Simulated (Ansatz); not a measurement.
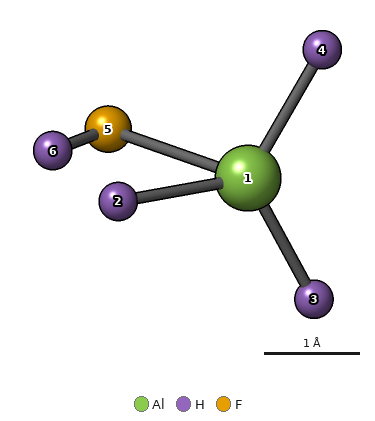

*The input geometry (ball-and-stick view, seen at a tilt; atoms are numbered from 1 in the order of the input). Sticks mark near contacts.*

Bond lengths as drawn: Al–F 2.08 Å, Al–H 1.58 to 1.63 Å and F–H 0.96 Å.

Nudged elastic band of AlH₄F

System: AlH₄F.
Method: RKS B3LYP-D4/def2-SVP (Ansatz 0.2.0).

It belongs to a series of runs on one base structure; here: band between the two ends. Figures and captions count atoms from 1; the log counts them from 0 in places.

### Input
```yaml
crystal:
  periodic: [false, false, false]
  atoms:
    - { symbol: Al, position_ang: [0.006513, -0.003554, 0.041536] }
    - { symbol: H, position_ang: [0.015015, 0.27583, 1.646838] }
    - { symbol: H, position_ang: [1.384953, 0.144005, -0.722155] }
    - { symbol: H, position_ang: [-1.389366, 0.079392, -0.700021] }
    - { symbol: F, position_ang: [0.057127, -1.930483, 0.820709] }
    - { symbol: H, position_ang: [0.05356, -1.463691, 1.655093] }
basis:
  gaussian: { orbitals: def2-SVP }
hamiltonian:
  xc: b3lyp
  dispersion: d4
neb:
  order_check: false
  images: 7
  f_tol: 0.03
  max_iterations: 60
  final_atoms:
    - { symbol: Al, position_ang: [0.01641302, -0.54394237, -0.29154797] }
    - { symbol: H, position_ang: [0.01923336, 0.15597462, 1.97670837] }
    - { symbol: H, position_ang: [1.39991902, 0.16581728, -0.54906523] }
    - { symbol: H, position_ang: [-1.40225391, 0.10171301, -0.52537843] }
    - { symbol: F, position_ang: [0.05702838, -2.1725904, 0.10241534] }
    - { symbol: H, position_ang: [0.03746214, -0.60547315, 2.02886793] }
  initial_path:
    images:
      - { positions_ang: [[0.006513, -0.003554, 0.041536], [0.015015, 0.27583, 1.646838], [1.384953, 0.144005, -0.722155], [-1.389366, 0.079392, -0.700021], [0.057127, -1.930483, 0.820709], [0.05356, -1.463691, 1.655093]] }
      - { positions_ang: [[0.00413002, -0.00025386, 0.03379503], [0.01257787, 0.19903734, 1.71515708], [1.37486018, 0.11535631, -0.7353757], [-1.38137116, 0.06538385, -0.71587676], [0.06458331, -1.92031066, 0.7647972], [0.05302178, -1.35771397, 1.67950315]] }
      - { positions_ang: [[0.00174705, 0.00304629, 0.02605406], [0.01014073, 0.12224467, 1.78347616], [1.36476736, 0.08670761, -0.7485964], [-1.37337632, 0.0513757, -0.73173252], [0.07203963, -1.91013832, 0.7088854], [0.05248355, -1.25173695, 1.7039133]] }
      - { positions_ang: [[-0.00063593, 0.00634643, 0.01831309], [0.0077036, 0.04545201, 1.85179524], [1.35467454, 0.05805892, -0.7618171], [-1.36538147, 0.03736754, -0.74758828], [0.07949594, -1.89996598, 0.65297359], [0.05194533, -1.14575992, 1.72832345]] }
      - { positions_ang: [[-0.0030189, 0.00964657, 0.01057212], [0.00526646, -0.03134065, 1.92011432], [1.34458172, 0.02941023, -0.7750378], [-1.35738663, 0.02335939, -0.76344403], [0.08695225, -1.88979364, 0.59706179], [0.0514071, -1.0397829, 1.7527336]] }
      - { positions_ang: [[0.00183908, -0.12875066, -0.0649579], [0.00875819, 0.01548816, 1.93426283], [1.35841604, 0.06351199, -0.71854466], [-1.36860345, 0.0429478, -0.70392763], [0.07947128, -1.96049283, 0.47340018], [0.04792086, -0.93120546, 1.82176718]] }
      - { positions_ang: [[0.00669706, -0.2671479, -0.14048792], [0.01224991, 0.06231698, 1.94841134], [1.37225037, 0.09761376, -0.66205152], [-1.37982027, 0.0625362, -0.64441123], [0.07199031, -2.03119202, 0.34973857], [0.04443462, -0.82262802, 1.89080076]] }
      - { positions_ang: [[0.01155504, -0.40554514, -0.21601794], [0.01574164, 0.1091458, 1.96255985], [1.38608469, 0.13171552, -0.60555837], [-1.39103709, 0.08212461, -0.58489483], [0.06450935, -2.10189121, 0.22607695], [0.04094838, -0.71405059, 1.95983434]] }
      - { positions_ang: [[0.01641302, -0.54394237, -0.29154797], [0.01923336, 0.15597462, 1.97670837], [1.39991902, 0.16581728, -0.54906523], [-1.40225391, 0.10171301, -0.52537843], [0.05702838, -2.1725904, 0.10241534], [0.03746214, -0.60547315, 2.02886793]] }
```

Command:
```bash
ansatz run input.yaml --threads 1 --pin off --max-ram 2048MiB --backend cpu --events-out ev --progress --plain --runs-dir out
```

### Log
```
Engine: ansatz 0.2.0, x86_64-unknown-linux-gnu
Functional definition: B3LYP
  parameter a0 = 0.2
  parameter ax = 0.72
  parameter ac = 0.81
  exchange = (1 - a0 - ax)*slater_x + ax*b88_x + a0*exact_x
  correlation = (1 - ac)*vwn_rpa_c + ac*lyp_c
534 factors; integrals over basis functions are off by at most 3.8e-4 eV
mean field evaluation 1: about -9373.7816 eV, gradient 2.4e1 eV
mean field evaluation 2: about -9373.6141 eV, gradient 3.0e1 eV
mean field evaluation 4: about -9374.9324 eV, gradient 1.9e-1 eV
mean field evaluation 8: about -9374.9283 eV, gradient 3.1e-3 eV
mean field -9374.92833610 eV, -344.5222617970 hartree, gradient 1.5e-5 eV, S^2 0.000000; 0 other end points of the search recorded, 0 dependent functions left out
the calculation of the forces begins
reference -9374.92855672 eV, -344.5222699046 hartree; 13, 13 occupied and 39, 39 virtual orbitals, 534 factors
535 factors; integrals over basis functions are off by at most 1.6e-3 eV
mean field evaluation 16: about -9376.1981 eV, gradient 2.8e0 eV
mean field -9376.22136529 eV, -344.5697797432 hartree, gradient 2.2e-5 eV, S^2 0.000000; 0 other end points of the search recorded, 0 dependent functions left out
[... from here on the field's lines of each further geometry are left out, up to the last ...]
NEB iter   1: max|band force component| = 3.693e0 eV/Å  barrier→ = 0.6463 eV  barrier← = 1.9417 eV  Δτ_max = 0.2000 Å  (179 SCF iters)
NEB iter   2: max|band force component| = 2.514e0 eV/Å  barrier→ = 0.0625 eV  barrier← = 1.3579 eV  Δτ_max = 0.1650 Å  (162 SCF iters)
NEB iter   3: max|band force component| = 1.018e0 eV/Å  barrier→ = 0.0366 eV  barrier← = 1.3320 eV  Δτ_max = 0.0936 Å  (155 SCF iters)
NEB iter   4: max|band force component| = 3.777e-1 eV/Å  barrier→ = 0.0157 eV  barrier← = 1.3111 eV  CI = image 2  Δτ_max = 0.0419 Å  (143 SCF iters)
NEB iter   5: max|band force component| = 1.592e-1 eV/Å  barrier→ = 0.0132 eV  barrier← = 1.3086 eV  CI = image 2  Δτ_max = 0.0099 Å  (142 SCF iters)
NEB iter   6: max|band force component| = 1.135e-1 eV/Å  barrier→ = 0.0137 eV  barrier← = 1.3091 eV  CI = image 2  Δτ_max = 0.0082 Å  (128 SCF iters)
the calculation of the forces begins
reference -9376.20286422 eV, -344.5690998414 hartree; 13, 13 occupied and 39, 39 virtual orbitals, 535 factors
534 factors; integrals over basis functions are off by at most 1.1e-3 eV
mean field -9374.91343095 eV, -344.5217140429 hartree, gradient 1.6e-5 eV, S^2 0.000000; 1 other end points of the search recorded, 0 dependent functions left out
the calculation of the forces begins
reference -9374.91365252 eV, -344.5217221855 hartree; 13, 13 occupied and 39, 39 virtual orbitals, 534 factors
NEB iter   7: max|band force component| = 2.560e-2 eV/Å  barrier→ = 0.0138 eV  barrier← = 1.3092 eV  CI = image 2  Δτ_max = 0.0000 Å  (271 SCF iters)
```

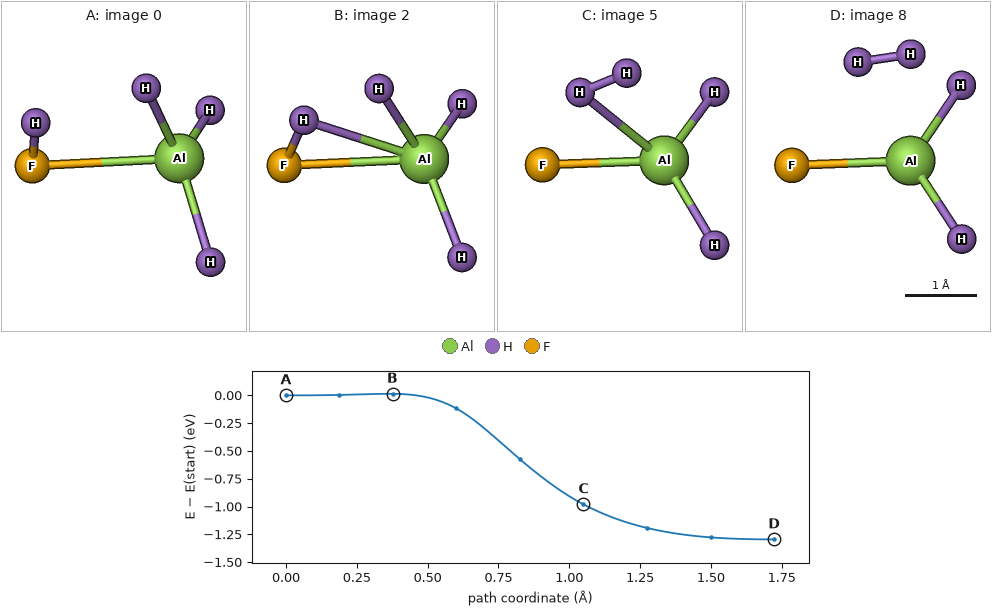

*Images of the last band (counted from 0; ball-and-stick, seen at a tilt) above the energy along the path; the line is a cubic interpolation that uses the forces.*

The highest image is number 2, 0.014 eV above the start and 1.309 eV above the end (the climbing image); the end lies 1.295 eV below the start. The path is 1.72 Å long. The band converged in 7 iterations.

```
Total energy: -9375.00550898 eV, -344.5250978480 hartree
Atom 0 at     0.008233    -0.115362     0.004483 Å, force     0.008576    -0.005409    -0.004305 eV/Å
Atom 1 at     0.017578     0.073391     1.686091 Å, force    -0.000936     0.001743    -0.001996 eV/Å
Atom 2 at     1.400551     0.154734    -0.685264 Å, force    -0.001490     0.005948     0.001139 eV/Å
Atom 3 at    -1.404266     0.096311    -0.664013 Å, force    -0.001630     0.000384     0.003132 eV/Å
Atom 4 at     0.058446    -1.914792     0.825929 Å, force    -0.004765    -0.023569    -0.018879 eV/Å
Atom 5 at     0.047260    -1.192783     1.574774 Å, force     0.000244     0.020903     0.020909 eV/Å
Dipole moment:     0.000567    -0.028229     0.143706 e Å
this run last wrote the band of iteration 7 to [file]
```

### The last band as extended XYZ (Å, eV, eV/Å)
```
6
Properties=species:S:1:pos:R:3:forces:R:3 image=0 energy=-9375.01913
Al    0.0065   -0.0036    0.0415    0.0028   0.0001  -0.0228
H     0.0150    0.2758    1.6468   -0.0032  -0.0037   0.0053
H     1.3850    0.1440   -0.7222    0.0022   0.0005   0.0056
H    -1.3894    0.0794   -0.7000   -0.0021   0.0012   0.0088
F     0.0571   -1.9305    0.8207   -0.0004  -0.0038  -0.0013
H     0.0536   -1.4637    1.6551    0.0007   0.0057   0.0045
6
Properties=species:S:1:pos:R:3:forces:R:3 image=1 energy=-9375.01545
Al    0.0065   -0.0504    0.0246    0.0082   0.0260   0.0117
H     0.0147    0.1706    1.6621   -0.0011   0.0268  -0.0114
H     1.3938    0.1485   -0.7048   -0.0027  -0.0004  -0.0062
H    -1.3980    0.0902   -0.6845   -0.0010  -0.0056  -0.0043
F     0.0591   -1.9297    0.8351   -0.0032  -0.0129  -0.0024
H     0.0518   -1.3278    1.6095   -0.0002  -0.0338   0.0126
6
Properties=species:S:1:pos:R:3:forces:R:3 image=2 energy=-9375.00529
Al    0.0082   -0.1154    0.0045    0.0086  -0.0054  -0.0043
H     0.0176    0.0734    1.6861   -0.0009   0.0017  -0.0020
H     1.4006    0.1547   -0.6853   -0.0015   0.0059   0.0011
H    -1.4043    0.0963   -0.6640   -0.0016   0.0004   0.0031
F     0.0584   -1.9148    0.8259   -0.0048  -0.0236  -0.0189
H     0.0473   -1.1928    1.5748    0.0002   0.0209   0.0209
6
Properties=species:S:1:pos:R:3:forces:R:3 image=3 energy=-9375.13587
Al    0.0106   -0.2113   -0.0263    0.0209  -0.6445  -0.2236
H     0.0204   -0.0082    1.7272    0.0130  -0.5127   0.2634
H     1.4002    0.1639   -0.6700   -0.0075   0.0644   0.1001
H    -1.4033    0.1068   -0.6475    0.0044   0.0586   0.1023
F     0.0569   -1.9169    0.7561   -0.0100   0.0097  -0.4265
H     0.0430   -1.0328    1.6026   -0.0208   1.0246   0.1843
6
Properties=species:S:1:pos:R:3:forces:R:3 image=4 energy=-9375.59324
Al    0.0125   -0.3106   -0.0722    0.0247  -1.0129  -0.4651
H     0.0224   -0.0447    1.7768    0.0094  -0.3300   0.4875
H     1.3980    0.1749   -0.6517   -0.0222   0.0921   0.1698
H    -1.4010    0.1179   -0.6286    0.0215   0.0866   0.1728
F     0.0559   -1.9401    0.6528   -0.0096  -0.2232  -0.9930
H     0.0401   -0.8960    1.6649   -0.0237   1.3874   0.6280
6
Properties=species:S:1:pos:R:3:forces:R:3 image=5 energy=-9375.99913
Al    0.0141   -0.3997   -0.1388    0.0163  -0.5593  -0.4084
H     0.0216   -0.0259    1.8417   -0.0016   0.1671   0.3773
H     1.3952    0.1884   -0.6254   -0.0166   0.0414   0.1288
H    -1.3981    0.1299   -0.6035    0.0164   0.0358   0.1315
F     0.0564   -1.9855    0.5260   -0.0056  -0.2706  -0.7088
H     0.0386   -0.8057    1.7419   -0.0090   0.5856   0.4796
6
Properties=species:S:1:pos:R:3:forces:R:3 image=6 energy=-9376.21146
Al    0.0153   -0.4623   -0.2070    0.0047  -0.1809  -0.1829
H     0.0204    0.0241    1.9069   -0.0020   0.1563   0.1705
H     1.3946    0.1934   -0.5999   -0.0018  -0.0016   0.0565
H    -1.3973    0.1324   -0.5785    0.0041  -0.0056   0.0584
F     0.0565   -2.0456    0.3902   -0.0019  -0.1638  -0.3451
H     0.0383   -0.7405    1.8303   -0.0031   0.1956   0.2426
6
Properties=species:S:1:pos:R:3:forces:R:3 image=7 energy=-9376.29619
Al    0.0161   -0.5058   -0.2597    0.0004  -0.0394  -0.0451
H     0.0204    0.0866    1.9590   -0.0010   0.0585   0.0447
H     1.3967    0.1847   -0.5791    0.0024  -0.0090   0.0169
H    -1.3993    0.1214   -0.5570   -0.0012  -0.0096   0.0172
F     0.0566   -2.1082    0.2483    0.0000  -0.0548  -0.1200
H     0.0373   -0.6771    1.9304   -0.0005   0.0542   0.0863
6
Properties=species:S:1:pos:R:3:forces:R:3 image=8 energy=-9376.31453
Al    0.0164   -0.5439   -0.2915    0.0000  -0.0010  -0.0008
H     0.0192    0.1560    1.9767    0.0000   0.0003  -0.0008
H     1.3999    0.1658   -0.5491    0.0003   0.0002   0.0002
H    -1.4023    0.1017   -0.5254   -0.0003   0.0001   0.0001
F     0.0570   -2.1726    0.1024    0.0000   0.0012   0.0003
H     0.0375   -0.6055    2.0289    0.0000  -0.0009   0.0010
```

### Key numbers

```json
{"quantity": "outcome", "value": "converged"}
{"quantity": "barrier, forward", "value": "0.014 eV"}
{"quantity": "barrier, backward", "value": "1.309 eV"}
{"quantity": "hardware", "value": "1 thread of Intel Xeon @ 2.50GHz (Skylake/Cascade Lake), 32 GiB of memory available, shared host"}
{"quantity": "wall time", "value": "72 s"}
{"quantity": "peak memory", "value": "0.11 GiB"}
```

The order of the saddle point was not checked.
